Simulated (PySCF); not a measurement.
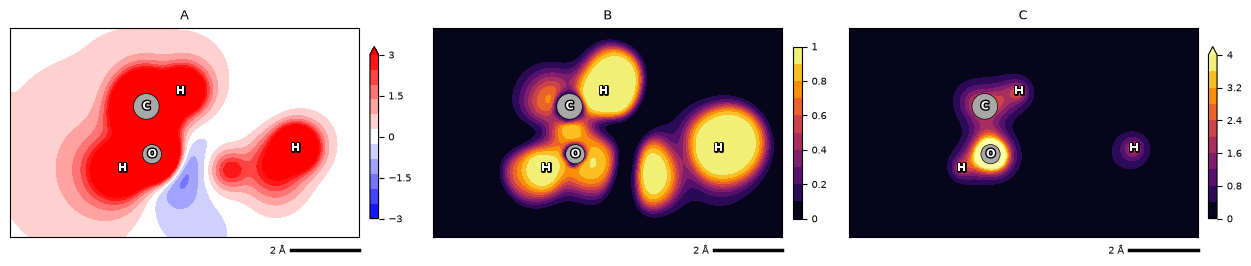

CH₄O···PH₃ (SMILES CO.P): 3 fields on the plane of atoms O2, C1 and H5, with unlabelled colour scales. Grey discs cover the atomic cores.

Geometry: PBE0-D3(BJ)/def2-TZVPD.

Computed with wB97M-D3(BJ)/def2-TZVPD, SCF density, gas phase (PySCF).

Question: The panels show electron density, electron localisation function and electrostatic potential in some order. Assign them.

Answer: Panel A: electrostatic potential (strongly positive close to the atoms, with negative regions outside electron-rich atoms). Panel B: electron localisation function. Panel C: electron density. From the grid: C–O (1.41 Å): ρ at the midpoint is about 2 e/Å³, with its minimum of 1.8 e/Å³ about 0.5 Å from C; the ELF peaks at about 0.90 between the atoms (a shared but strongly polarised pair). O–H (0.96 Å): the density is about 3.8 e/Å³ at the midpoint; the ELF climbs to about 1 towards the hydrogen, as it does in any bond to H: an ordinary covalent bond to hydrogen.
